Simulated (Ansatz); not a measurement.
Input file:

```
crystal:
  periodic: [false, false, false]
  atoms:
    - { symbol: In, position_ang: [-0.3682, -0.2789, -0.2361] }
    - { symbol: O, position_ang: [1.629, 1.0785, 0.022] }
    - { symbol: O, position_ang: [0.1024, -2.1102, -0.6604] }
    - { symbol: O, position_ang: [-2.0681, 0.4591, -0.7937] }
    - { symbol: H, position_ang: [1.0371, 0.9822, 1.1443] }
    - { symbol: F, position_ang: [0.166, 0.6066, 1.8868] }
    - { symbol: H, position_ang: [2.3764, 0.4789, 0.0752] }
    - { symbol: H, position_ang: [-0.6672, -2.5328, -1.0465] }
    - { symbol: H, position_ang: [-2.2073, 1.3166, -0.3915] }
basis:
  gaussian: { orbitals: def2-SVP }
hamiltonian:
  xc: blyp
  dispersion: d4
relax:
  f_tol: 0.15
  max_steps: 25
  restrain:
    - { distance: [0, 5], at: 1.99, k: 30.0 }
    - { distance: [4, 1], at: 0.97, k: 30.0 }
    - { distance: [0, 1], at: 3.38, k: 30.0 }
    - { distance: [4, 5], at: 2.18, k: 30.0 }
output:
  orbitals: {}
```

Run with:

```sh
ansatz run input.yaml --threads 2 --pin off --max-ram 3072MiB --backend cpu --events-out ev --progress --plain --runs-dir out
```

The fields are those of the relaxed geometry.

Core potentials replace the inner electrons of In.

Level of theory: RKS BLYP-D4/def2-SVP in Ansatz 0.2.0.

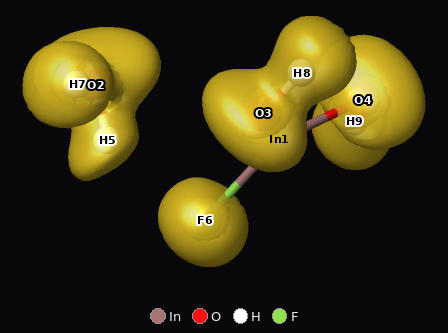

FH2InO2···H2O. Isosurface of the ELF at 0.75 (yellow), seen from one side. Only the valence region is drawn (cores and ρ < 0.01 e/Å³ removed).

**Describe the localisation domains.**

The surface consists of one region wrapped around F (its valence shell) and three joined regions spread over several atoms (H, O), in which their bonds and any lone pairs are merged.

Values along the shortest contacts:
F6···H5 (2.18 Å): the ELF dips to about 0.05 between them; by its geometry a hydrogen bond between the two molecules, with no shared pair. In–F (2.00 Å): the ELF peaks at about 0.80 in the valence shell of F, 0.5 Å from its nucleus, and drops to about 0.10 between the two atoms.
